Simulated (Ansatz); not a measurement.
The figure comes from a scan of TiSi$_{2}$ (C49 type, space group Cmcm): one Si atom of a 6-atom cell moves by s along Cartesian [111], with its periodic images. Computed with r2SCAN (plane waves to 500 eV, PAW, scalar-relativistic; Ansatz, a first-principles code). k mesh 11×11×11 (Γ-centred), Fermi-Dirac smearing 0.05 eV. Energies are smeared free energies. With partly filled bands, energies and forces of such displacements shift with the k mesh and the smearing. The PAW data are Ansatz's earlier set. This is one of several known forms of TiSi2; the measured ambient cells at hand have space group No. 70. TiSi2 is run without spin polarisation. TiSi2 was relaxed with its symmetry unable to fall. ΔE is measured from the undisplaced structure.

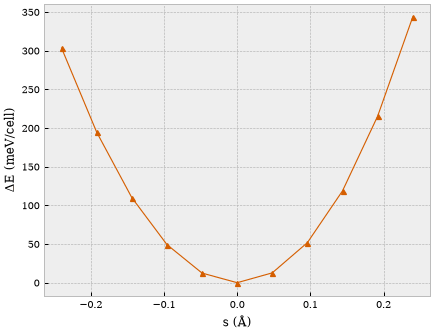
Figure: ΔE (meV/cell) against s (Å); computed points joined by lines.

Question: Read the plotted values off the figure, to the accuracy that the plot allows.

Answer: To the nearest 5:

```json
[
 {"s (Å)": "-0.240", "ΔE (meV/cell)": "305"},
 {"s (Å)": "-0.192", "ΔE (meV/cell)": "195"},
 {"s (Å)": "-0.144", "ΔE (meV/cell)": "110"},
 {"s (Å)": "-0.096", "ΔE (meV/cell)": "50"},
 {"s (Å)": "-0.048", "ΔE (meV/cell)": "10"},
 {"s (Å)": "0.000", "ΔE (meV/cell)": "0"},
 {"s (Å)": "0.048", "ΔE (meV/cell)": "15"},
 {"s (Å)": "0.096", "ΔE (meV/cell)": "50"},
 {"s (Å)": "0.144", "ΔE (meV/cell)": "120"},
 {"s (Å)": "0.192", "ΔE (meV/cell)": "215"},
 {"s (Å)": "0.240", "ΔE (meV/cell)": "345"}
]
```

(For displaced atoms, the force is minus the slope of the energy, and its curvature is a force constant, which sets phonon frequencies.)
